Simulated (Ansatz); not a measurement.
# Al2F2H6N2: trial inputs and their diagnosis

3 inputs were typed for Al2F2H6N2. Each is run as it stands; the log then has to tell whether the result can be used.

Computed with Ansatz 0.2.0, Gaussian basis. Level: the settings change from run to run.

## Step 1: The molecule

The structure was relaxed beforehand with PBE0-D4 in a triple-zeta def2 set.

12 atoms, charge 0, spin multiplicity 1.

Atoms are counted from 1 here; the program's logs count them from 0.

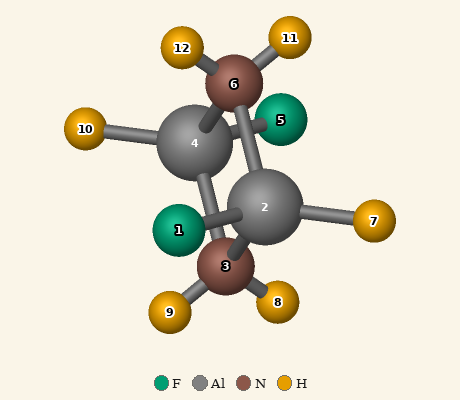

The geometry (fluorine teal, aluminium grey, nitrogen brown, hydrogen amber); atoms are numbered from 1 in the order of the file.

## Step 2: Attempt 1

File in.yaml:

```yaml
crystal:
  periodic: [false, false, false]
  atoms:
    - {symbol: F, position_ang: [3.065976, -3.702344, 0.514883]}
    - {symbol: Al, position_ang: [0.247537, -2.406757, 1.050054]}
    - {symbol: N, position_ang: [0.885227, 1.033568, 2.160382]}
    - {symbol: Al, position_ang: [-0.246988, 2.406782, -1.050152]}
    - {symbol: F, position_ang: [-3.065660, 3.701938, -0.514884]}
    - {symbol: N, position_ang: [-0.885299, -1.033486, -2.160259]}
    - {symbol: H, position_ang: [-1.850367, -3.854026, 2.601115]}
    - {symbol: H, position_ang: [-0.161235, 1.634615, 3.650284]}
    - {symbol: H, position_ang: [2.722770, 1.356612, 2.602131]}
    - {symbol: H, position_ang: [1.850601, 3.854038, -2.601638]}
    - {symbol: H, position_ang: [-2.723074, -1.356237, -2.601376]}
    - {symbol: H, position_ang: [0.160532, -1.634703, -3.650503]}
basis:
  gaussian: {orbitals: def2-SVPD}
hamiltonian: {xc: {name: B3LYP5}}
scf: {lower_state_search: light}
output: {forces: true}
```

Run with:

```sh
> ansatz run in.yaml --threads 4 --pin off --events-out ev --progress --plain --max-ram 11315MiB
```

What it wrote, shortened:

```text
Functional definition: B3LYP5
  name "B3LYP5"
  cite "Stephens, Devlin, Chabalowski & Frisch, J. Phys. Chem. 98, 11623 (1994) doi:10.1021/j100096a001"
  cite "Becke, Phys. Rev. A 38, 3098 (1988) doi:10.1103/PhysRevA.38.3098"
  cite "Lee, Yang & Parr, Phys. Rev. B 37, 785 (1988) doi:10.1103/PhysRevB.37.785"
  cite "Vosko, Wilk & Nusair, Can. J. Phys. 58, 1200 (1980) doi:10.1139/p80-159"
[...]
1580 factors; their error is unknown
[...]
mean field -21658.19919221 eV, -795.9241398592 hartree, gradient 2.7e-5 eV, S^2 0.000000; 9 other end points of the search recorded, 0 dependent functions left out
[...]
reference -21658.19968697 eV, -795.9241580411 hartree; 32, 32 occupied and 150, 150 virtual orbitals, 1580 factors
Total energy: -21658.19968697 eV, -795.9241580411 hartree
Atom 0 at     3.065976    -3.702344     0.514883 Å, force    -1.334243     0.628572     0.219077 eV/Å
Atom 1 at     0.247537    -2.406757     1.050054 Å, force     0.706723    -0.477809     0.269555 eV/Å
Atom 2 at     0.885227     1.033568     2.160382 Å, force     1.152731     1.414481     2.754102 eV/Å
Atom 3 at    -0.246988     2.406782    -1.050152 Å, force    -0.707036     0.477540    -0.269596 eV/Å
Atom 4 at    -3.065660     3.701938    -0.514884 Å, force     1.334243    -0.628292    -0.219094 eV/Å
Atom 5 at    -0.885299    -1.033486    -2.160259 Å, force    -1.153841    -1.414304    -2.753751 eV/Å
Atom 6 at    -1.850367    -3.854026     2.601115 Å, force     0.637077     0.448773    -0.515046 eV/Å
Atom 7 at    -0.161235     1.634615     3.650284 Å, force     2.290644    -1.196224    -2.767488 eV/Å
Atom 8 at     2.722770     1.356612     2.602131 Å, force    -3.690394    -0.628302    -0.592998 eV/Å
Atom 9 at     1.850601     3.854038    -2.601638 Å, force    -0.636984    -0.448775     0.515194 eV/Å
Atom 10 at    -2.723074    -1.356237    -2.601376 Å, force     3.690618     0.627696     0.591706 eV/Å
Atom 11 at     0.160532    -1.634703    -3.650503 Å, force    -2.289537     1.196644     2.768340 eV/Å
Dipole moment:     0.000069     0.000172     0.000026 e Å
```

Wall time 51 s (4 threads of Intel Xeon at 2.50GHz, shared host); peak memory 0.58 GiB.

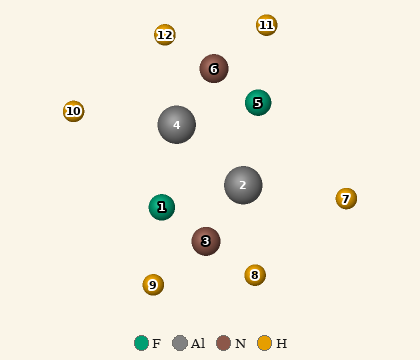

The geometry of this input.

**Diagnosis.** The run converged, but a converged run isn't a right one. The coordinates are in bohr but typed as ångström. The shortest distance is 1.92 Å (N6–H12), against 1.01 Å in the relaxed molecule. Its energy is no property of the relaxed molecule. To mend it, take the coordinates from the file in ångström.

## Step 3: Attempt 2

File in.yaml:

```yaml
crystal:
  periodic: [false, false, false]
  atoms:
    - {symbol: F, position_ang: [1.622444, -1.959195, 0.272464]}
    - {symbol: Al, position_ang: [0.130991, -1.273601, 0.555664]}
    - {symbol: N, position_ang: [0.468442, 0.546940, 1.143225]}
    - {symbol: Al, position_ang: [-0.130700, 1.273614, -0.555716]}
    - {symbol: F, position_ang: [-1.622277, 1.958981, -0.272465]}
    - {symbol: N, position_ang: [-0.468480, -0.546897, -1.143159]}
    - {symbol: H, position_ang: [-0.979172, -2.039462, 1.376450]}
    - {symbol: H, position_ang: [-0.085322, 0.865001, 1.931647]}
    - {symbol: H, position_ang: [1.440827, 0.717888, 1.376988]}
    - {symbol: H, position_ang: [0.979295, 2.039468, -1.376727]}
    - {symbol: H, position_ang: [-1.440988, -0.717689, -1.376588]}
    - {symbol: H, position_ang: [0.084950, -0.865047, -1.931762]}
basis:
  gaussian: {orbitals: pcseg-2}
hamiltonian: {xc: {name: HF}}
correlation: {method: mp2, frozen_orbitals: {F: 0}}
output: {forces: true}
```

Same command.

What it wrote:

```text
Functional definition: HF
  name "HF"
  cite "Fock, Z. Phys. 61, 126 (1930) doi:10.1007/BF01340294"
  parent pbe
  exchange = exact_x
  correlation = 0
Error: "frozen_orbitals" has no count for Al
```

Run time: 0.1 s. Hardware: 4 threads of Intel Xeon at 2.50GHz, shared host.

Diagnosis: Refused before any calculation. Frozen orbitals are typed for one element alone, and the program wants a count for each. Fix: leave frozen_orbitals out, or give every element a count that its core really has.

## Step 4: Attempt 3

File in.yaml:

```yaml
crystal:
  periodic: [false, false, false]
  atoms:
    - {symbol: F, position_ang: [0.973466, -1.371437, 0.163478]}
    - {symbol: Al, position_ang: [0.078595, -0.891520, 0.388965]}
    - {symbol: N, position_ang: [0.281065, 0.382858, 0.800257]}
    - {symbol: Al, position_ang: [-0.091490, 0.891530, -0.333430]}
    - {symbol: F, position_ang: [-1.135594, 1.371286, -0.163479]}
    - {symbol: N, position_ang: [-0.327936, -0.382828, -0.685896]}
    - {symbol: H, position_ang: [-0.685420, -1.223677, 0.963515]}
    - {symbol: H, position_ang: [-0.059725, 0.519000, 1.352153]}
    - {symbol: H, position_ang: [1.008579, 0.430733, 0.963891]}
    - {symbol: H, position_ang: [0.587577, 1.223681, -0.963709]}
    - {symbol: H, position_ang: [-0.864593, -0.502383, -0.963612]}
    - {symbol: H, position_ang: [0.050970, -0.605533, -1.159057]}
basis:
  gaussian: {orbitals: def2-mTZVPP}
hamiltonian: {xc: {name: B3LYP5}}
```

Same command.

What it wrote, shortened:

```text
Functional definition: B3LYP5
  name "B3LYP5"
  cite "Stephens, Devlin, Chabalowski & Frisch, J. Phys. Chem. 98, 11623 (1994) doi:10.1021/j100096a001"
  cite "Becke, Phys. Rev. A 38, 3098 (1988) doi:10.1103/PhysRevA.38.3098"
  cite "Lee, Yang & Parr, Phys. Rev. B 37, 785 (1988) doi:10.1103/PhysRevB.37.785"
  cite "Vosko, Wilk & Nusair, Can. J. Phys. 58, 1200 (1980) doi:10.1139/p80-159"
[...]
1456 factors; their error is unknown
[...]
mean field -21604.92700917 eV, -793.9664232417 hartree, gradient 6.9e-5 eV, S^2 0.000000; 0 other end points of the search recorded, 0 dependent functions left out
reference -21604.92727280 eV, -793.9664329299 hartree; 32, 32 occupied and 138, 138 virtual orbitals, 1456 factors
Total energy: -21604.92727280 eV, -793.9664329299 hartree
```

Wall time 4.7 s (4 threads of Intel Xeon at 2.50GHz, shared host).

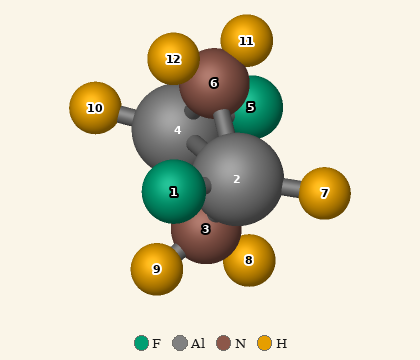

The geometry of this input.

What is wrong: The run converged, but a converged run isn't a right one. The geometry is squeezed well below its size. The shortest distance is 0.62 Å (N6–H11), against 1.01 Å in the relaxed molecule. Its energy is no property of the relaxed molecule. Fix: use the relaxed coordinates.

## Step 5: How the tries ended

```tsv
attempt	level	ended	cause	time
1	B3LYP5/def2-SVPD	converged	the coordinates are in bohr but typed as ångström	51 s
2	MP2/pcseg-2	refused	frozen orbitals are typed for one element alone, and the program wants a count for each	0.1 s
3	B3LYP5/def2-mTZVPP	converged	the geometry is squeezed well below its size	4.7 s
```

**Reading.** 2 converged, 1 refused. A refusal costs next to no computing time. The dangerous case is the input that converges on a wrong geometry, charge, spin, basis or grid: often only a look at the input shows it.
